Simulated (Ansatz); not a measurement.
**What a change does: single-point calculation on CH₆GeO₂**

System: CH₆GeO₂, SMILES C[O][GeH2][OH].
Method of run 1: RKS SPW92/def2-TZVPP (Ansatz 0.2.0).

The geometry comes from this level: PBE0-D4/def2-TZVP. Text and figures count atoms from 1; the logs count them from 0 in places.

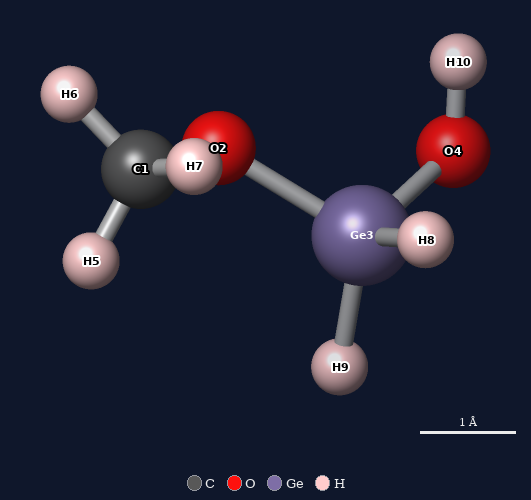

Figure 1. The structure (ball-and-stick view, seen at a tilt; atoms are numbered from 1 in the order of the input). Sticks mark near contacts. Bond lengths as drawn: C–H 1.09 to 1.10 Å, C–O 1.41 Å, Ge–H 1.53 to 1.54 Å, Ge–O 1.76 to 1.78 Å and H–O 0.96 Å.

**Input, run 1**
```yaml
crystal:
  periodic: [false, false, false]
  atoms:
    - {symbol: C, position_ang: [-0.634799, 1.506541, 0.015317]}
    - {symbol: O, position_ang: [-0.124527, 0.396278, -0.681600]}
    - {symbol: Ge, position_ang: [0.174512, -1.119268, 0.193650]}
    - {symbol: O, position_ang: [1.253133, -2.055892, -0.842035]}
    - {symbol: H, position_ang: [-1.692771, 1.377466, 0.277415]}
    - {symbol: H, position_ang: [-0.552513, 2.381611, -0.633492]}
    - {symbol: H, position_ang: [-0.076063, 1.714571, 0.938194]}
    - {symbol: H, position_ang: [0.826911, -0.746132, 1.543124]}
    - {symbol: H, position_ang: [-1.097394, -1.964958, 0.333717]}
    - {symbol: H, position_ang: [2.006711, -1.541316, -1.141391]}
basis:
  gaussian: {orbitals: def2-TZVPP}
hamiltonian: {xc: lda}
output: {orbitals: {seedname: orbitals}}
```

Hardware: 4 CPU threads, shared host.

**Output (run 1)**
```
Functional definition: SPW92
  exchange = slater_x
  correlation = pw_c
1194 factors; their error is unknown
mean field evaluation 1: about -61609.8994 eV, gradient 9.2e1 eV
mean field evaluation 2: about -61533.9485 eV, gradient 2.1e2 eV
mean field evaluation 4: about -61623.3948 eV, gradient 2.0e1 eV
mean field evaluation 8: about -61624.0619 eV, gradient 9.7e-2 eV
mean field evaluation 16: about -61624.0419 eV, gradient 1.6e-5 eV
mean field -61624.04187462 eV, -2264.6417686164 hartree, gradient 1.6e-5 eV, S^2 0.000000; 0 other end points of the search recorded, 0 dependent functions left out
reference -61624.04191371 eV, -2264.6417700528 hartree; 30, 30 occupied and 195, 195 virtual orbitals, 1194 factors
Total energy: -61624.04191371 eV, -2264.6417700528 hartree
```

The input of run 2 differs as follows (lines with − go, lines with + come):
```diff
-hamiltonian: {xc: lda}
+correlation: {method: ccsd_t}
```

Predict how the results change.

The total energies belong to different methods, so their difference says nothing on which is more stable or more accurate. The HOMO goes from −6.46 to −11.87 eV. The LUMO goes from −0.71 to 3.45 eV.

**Output (run 2)**
```
Functional definition: HF
  exchange = exact_x
  correlation = 0
1373 factors; integrals over basis functions are off by at most 1.0e-3 eV
mean field evaluation 1: about -61672.0720 eV, gradient 4.7e1 eV
mean field evaluation 2: about -61672.2728 eV, gradient 4.7e1 eV
mean field evaluation 4: about -61676.4955 eV, gradient 3.7e0 eV
mean field evaluation 8: about -61676.5469 eV, gradient 2.8e-1 eV
mean field evaluation 16: about -61672.0735 eV, gradient 4.7e1 eV
mean field -61676.54704815 eV, -2266.5712981545 hartree, gradient 2.5e-6 eV, S^2 0.000000; 0 other end points of the search recorded, 0 dependent functions left out
12 core orbitals not correlated: weight in the atoms' cores, before any rotation towards them, 1.000 or more for the frozen orbitals, at most 0.000 for the correlated occupied ones
reference -61676.54704815 eV, -2266.5712981545 hartree; 18, 18 occupied and 195, 195 virtual orbitals, 1373 factors
second order -24.90990882 eV of doubles, -0.00000000 eV of singles
cycle   1  -24.71904459 eV  change    1.9e-1 eV  update   1.1e-1
cycle   2  -25.38355363 eV  change   -6.6e-1 eV  update   3.2e-2
cycle   3  -25.51947861 eV  change   -1.4e-1 eV  update   1.6e-2
cycle   4  -25.50364611 eV  change    1.6e-2 eV  update   3.5e-3
cycle   5  -25.50290763 eV  change    7.4e-4 eV  update   1.7e-3
cycle   6  -25.50389330 eV  change   -9.9e-4 eV  update   5.1e-4
cycle   7  -25.50366157 eV  change    2.3e-4 eV  update   2.1e-4
cycle   8  -25.50360330 eV  change    5.8e-5 eV  update   6.2e-5
cycle   9  -25.50362055 eV  change   -1.7e-5 eV  update   2.3e-5
perturbative correction -0.91152394 eV, -0.0334978871 hartree
Total energy: -61702.96219264 eV, -2267.5420368097 hartree
```

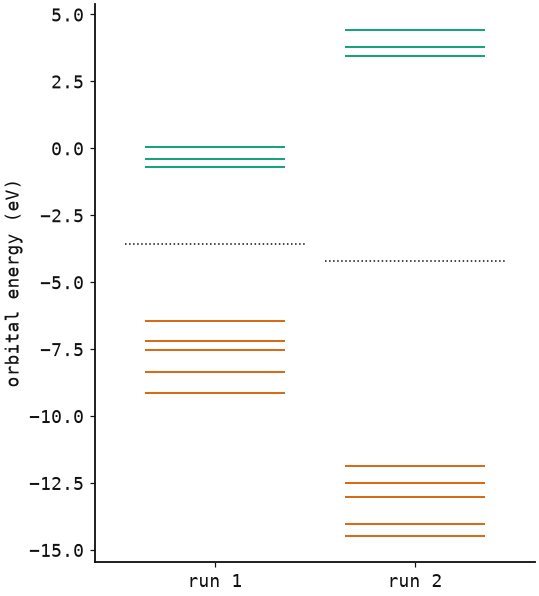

Figure 2. The five highest filled and three lowest empty orbital energies of the two runs; the dotted lines part filled from empty levels. The HOMO–LUMO gap is 5.75 eV in run 1 and 15.31 eV in run 2.

**The two runs side by side**

| quantity | run 1 | run 2 |
| --- | --- | --- |
| outcome | converged | converged |
| total energy (hartree) | −2264.641770 | −2267.542037 |
| HOMO (eV) | −6.46 | −11.87 |
| LUMO (eV) | −0.71 | 3.45 |
| basis functions | 225 | 225 |
| wall time (shared host) | 0.6 s | 37 s |
